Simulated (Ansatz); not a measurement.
# [NH2]− (SMILES [NH2-]): levels of theory compared

We compute a comparison of 6 runs (BLYP/6-31G*, UPBE/6-31G*, MP2/6-31G*, UMP2/6-31G*, CCSDTQ/6-31G*, CCSD(T)/3-21G) of [NH2]−. 

The calculation is run with Ansatz 0.2.0.

2 further runs of the same task are left out: 2 that didn't finish.

## (1) Starting point

The species is [NH2]− (3 atoms), meant as a singlet with charge -1. As SMILES, `[NH2-]`. The H2–N1 distance was set to 1.541 Å, away from the relaxed value. At this shape a bond of the SMILES string is far longer than usual.

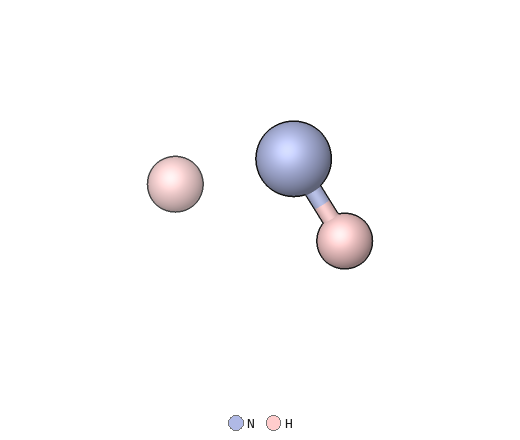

Viewed from a chosen angle; nitrogen light blue, hydrogen pink.

## (2) The energy at BLYP/6-31G(d) (spherical functions) (run 1)

Contents of job.yaml:

```yaml
crystal:
  periodic: [false, false, false]
  atoms:
    - {symbol: N, position_ang: [0.450552, -0.705109, 0.175050]}
    - {symbol: H, position_ang: [0.125500, 0.801200, 0.156000]}
    - {symbol: H, position_ang: [-0.359348, -1.100309, -0.318350]}
basis:
  gaussian:
    orbitals: 6-31G_st_-spherical.json
total_charge: -1
hamiltonian:
  xc: {name: BLYP}
accuracy: high
```

The basis set 6-31G* is read from a file made from the Basis Set Exchange's data (not shown).

The run is started by

```console
$ ansatz run job.yaml --threads 1 --pin off --max-ram 2610MiB --events-out events.jsonl --progress --plain --runs-dir runs
```

The log of the run:

```text
Warning: RAYON_NUM_THREADS=1 ignored (pool sized by the plan → 1); use --threads N
Functional definition: BLYP
  name "BLYP"
  parameter beta = 0.0042
  parameter a = 0.04918
  parameter b = 0.132
  parameter c = 0.2533
  parameter d = 0.349
  exchange = b88_x(beta = beta)
  correlation = lyp_c(a = a, b = b, c = c, d = d)
333 factors; integrals over basis functions are off by at most 2.8e-9 eV
mean field evaluation 1: about -1516.6319 eV, gradient 1.5e1 eV
mean field evaluation 2: about -1512.6593 eV, gradient 4.2e1 eV
mean field evaluation 4: about -1517.2680 eV, gradient 3.0e-1 eV
mean field evaluation 8: about -1517.2648 eV, gradient 2.5e-2 eV
mean field evaluation 16: about -1517.2648 eV, gradient 7.6e-8 eV
mean field -1517.26477413 eV, -55.7584520102 hartree, gradient 7.6e-8 eV, S^2 0.000000; 0 other end points of the search recorded, 0 dependent functions left out
reference -1517.26480453 eV, -55.7584531274 hartree; 5, 5 occupied and 13, 13 virtual orbitals, 333 factors
Total energy: -1517.26480453 eV, -55.7584531274 hartree
```

It took 0.6 s on 1 thread of Arm Neoverse N1, shared host.

## (3) A single-point energy at UPBE/6-31G(d) (spherical functions) (run 2)

Contents of in.yaml:

```yaml
crystal:
  periodic: [false, false, false]
  atoms:
    - {symbol: N, position_ang: [0.450552, -0.705109, 0.175050]}
    - {symbol: H, position_ang: [0.125500, 0.801200, 0.156000]}
    - {symbol: H, position_ang: [-0.359348, -1.100309, -0.318350]}
basis:
  gaussian: {orbitals: 6-31G_st_-spherical.json}
accuracy: high
total_charge: -1
magnetization: {spin_polarized: true}
hamiltonian: {xc: {name: PBE}}
```

The basis set 6-31G* is read from a file made from the Basis Set Exchange's data (not shown).

The run is started by

```console
$ ansatz run in.yaml --threads 1 --pin off --max-ram 2610MiB --events-out events.jsonl --progress --plain --runs-dir runs
```

The log of the run:

```text
Warning: RAYON_NUM_THREADS=1 ignored (pool sized by the plan → 1); use --threads N
Functional definition: PBE
  name "PBE"
  parameter kappa = 0.804
  parameter beta = 0.06672455060314922
  exchange = pbe_x(kappa = kappa, mu = beta*pi^2/3)
  correlation = pbe_c(beta = beta)
333 factors; integrals over basis functions are off by at most 2.8e-9 eV
mean field evaluation 1: about -1515.1998 eV, gradient 1.1e1 eV
mean field evaluation 2: about -1511.1508 eV, gradient 3.0e1 eV
mean field evaluation 4: about -1515.8687 eV, gradient 2.0e-1 eV
mean field evaluation 8: about -1515.8651 eV, gradient 2.0e-2 eV
mean field evaluation 16: about -1515.8651 eV, gradient 3.5e-9 eV
mean field evaluation 32: about -1515.8216 eV, gradient 6.8e-1 eV
mean field -1515.86511970 eV, -55.7070156588 hartree, gradient 3.4e-9 eV, S^2 0.000000; 4 other end points of the search recorded, 0 dependent functions left out
reference -1515.86512122 eV, -55.7070157146 hartree; 5, 5 occupied and 13, 13 virtual orbitals, 333 factors
Total energy: -1515.86512122 eV, -55.7070157146 hartree
```

It took 1.6 s on 1 thread of Arm Neoverse N1, shared host.

Runs 3 to 5 aren't shown in full; the table further down has their settings and results.

## (4) A single-point energy at CCSD(T)/3-21G (run 6)

job.yaml: that of step 2 with these lines changed.

```diff
@@ -8,6 +8,9 @@
   gaussian:
-    orbitals: 6-31G_st_-spherical.json
+    orbitals: 3-21G.json
 total_charge: -1
-hamiltonian:
-  xc: {name: BLYP}
+correlation:
+  method: ccsd_t
+  frozen_orbitals: {H: 0, "N": 1}
 accuracy: high
+scf:
+  omitted_lower_state_checks: [cluster_reference, increment]
```

The basis set 3-21G is read from a file made from the Basis Set Exchange's data (not shown).

The run is started by

```console
$ ansatz run job.yaml --threads 1 --pin off --max-ram 2610MiB --events-out events.jsonl --progress --plain --runs-dir runs
```

The log of the run, shortened:

```text
Warning: RAYON_NUM_THREADS=1 ignored (pool sized by the plan → 1); use --threads N
Functional definition: HF
  name "HF"
[...]
248 factors; integrals over basis functions are off by at most 2.9e-9 eV
[...]
mean field -1498.91841717 eV, -55.0842358277 hartree, gradient 5.6e-8 eV, S^2 0.000000; 0 other end points of the search recorded, 0 dependent functions left out; unrestricted orbitals would lower it
1 core orbitals not correlated: weight in the atoms' cores, before any rotation towards them, 1.000 or more for the frozen orbitals, at most 0.000 for the correlated occupied ones
reference -1498.91841717 eV, -55.0842358277 hartree; 4, 4 occupied and 8, 8 virtual orbitals, 248 factors
second order -2.92151585 eV of doubles, -0.00000000 eV of singles
cycle   1  -3.15831312 eV  change   -2.4e-1 eV  update   6.8e-2
[...]
cycle  21  -3.41538525 eV  change  -3.7e-10 eV  update  2.5e-10
perturbative correction -0.09759860 eV, -0.0035866824 hartree
Total energy: -1502.43140103 eV, -55.2133356031 hartree
Checks for a lower state left out: cluster_reference, increment
```

Wall time 0.2 s (1 thread of Arm Neoverse N1, shared host).

## (5) All runs side by side

```
run                                level  frozen core orbitals  energy (Eh)  wall time
  1    BLYP/6-31G* (spherical functions)                     –   -55.758453      0.6 s
  2    UPBE/6-31G* (spherical functions)                     –   -55.707016      1.6 s
  3     MP2/6-31G* (spherical functions)                     1   -55.578018     0.14 s
  4    UMP2/6-31G* (spherical functions)                     1   -55.569849     0.28 s
  5  CCSDTQ/6-31G* (spherical functions)                     1   -55.606043       11 s
  6                        CCSD(T)/3-21G                     1   -55.213336      0.2 s
```

## (6) Results

```
                                         quantity         value
                              run 6: total energy  -55.21334 Eh
run 6: correlation energy (1 core orbital frozen)    -129.1 mEh
                            run 6: (T) correction     -3.59 mEh
                             run 6: T1 diagnostic         0.021
```

In words: Totals of different functionals can't be ranked against each other. In runs 3, 5, 6 the log says that unrestricted orbitals would lower the reference, so the values rest on an unstable closed-shell determinant (other closed-shell runs at this shape may share the fault). Spin contamination of the reference: run 4 ⟨S²⟩ = 0.20. All runs together took 14 s, the longest 11 s.
